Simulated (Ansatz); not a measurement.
**CH₆AlFGe: how energies converge with the basis set**

How large a basis does CH₆AlFGe need? Two functionals are run in growing sets.

The runs use Ansatz 0.2.0, Gaussian basis; one geometry, several basis sets.

Plan: PBE0-D4/def2-SVP; ωB97M-V/def2-SVP; PBE0-D4/def2-QZVPP; ωB97M-V/def2-QZVPP; the functionals' def2-TZVPP values are taken from earlier runs.

## (1) The geometry

All runs share one geometry, relaxed beforehand with PBE0-D4 in a triple-zeta def2 set.

SMILES `[CH3][Al]([F])[GeH3]`, 10 atoms, charge 0, spin multiplicity 1.

Atoms are counted from 1 here; the program's logs count them from 0.

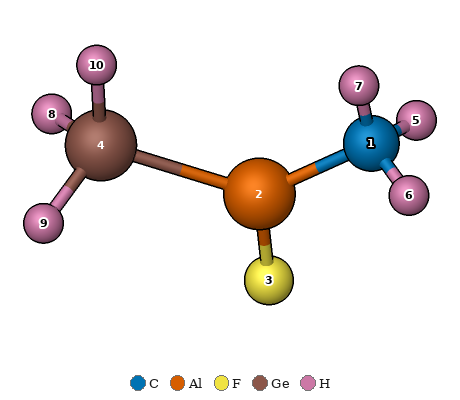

The structure; carbon blue, aluminium orange, fluorine yellow, germanium brown, hydrogen pink; atoms are numbered from 1 in the order of the file.

## (2) PBE0-D4 in def2-SVP

in.yaml

```yaml
crystal:
  periodic: [false, false, false]
  atoms:
    - {symbol: C, position_ang: [0.083568, 1.497300, -1.299866]}
    - {symbol: Al, position_ang: [0.742945, 0.230794, 0.013924]}
    - {symbol: F, position_ang: [2.345847, 0.320206, 0.421586]}
    - {symbol: Ge, position_ang: [-0.525960, -1.537260, 1.186655]}
    - {symbol: H, position_ang: [0.648510, 1.413865, -2.233764]}
    - {symbol: H, position_ang: [0.215145, 2.524049, -0.943254]}
    - {symbol: H, position_ang: [-0.974682, 1.351344, -1.528092]}
    - {symbol: H, position_ang: [0.048132, -2.938097, 0.899463]}
    - {symbol: H, position_ang: [-0.490363, -1.348015, 2.715439]}
    - {symbol: H, position_ang: [-2.010041, -1.565287, 0.770809]}
basis:
  gaussian: {orbitals: def2-SVP}
hamiltonian: {xc: pbe0, dispersion: d4}
output: {orbitals: {seedname: orbitals}}
```

Launch:

```sh
$ ansatz run in.yaml --threads 4 --pin off --events-out ev --progress --plain --max-ram 10444MiB
```

The runs that follow: ωB97M-V in def2-SVP; PBE0-D4 in def2-QZVPP; ωB97M-V in def2-QZVPP.

Q: Predict the results of all the runs planned. Wanted: PBE0-D4: double and triple zeta above quadruple; ωB97M-V: double and triple zeta above quadruple.

**Answer**, as computed:

| quantity | value |
| --- | --- |
| PBE0-D4: double and triple zeta above quadruple | 15.81, 1.66 eV |
| ωB97M-V: double and triple zeta above quadruple | 15.90, 1.61 eV |

**Reading.** PBE0-D4 gains 14.15 eV from double to triple zeta, then 1.66 eV more. These are total energies; as a rule much of such shifts cancels in differences, which this series doesn't test.
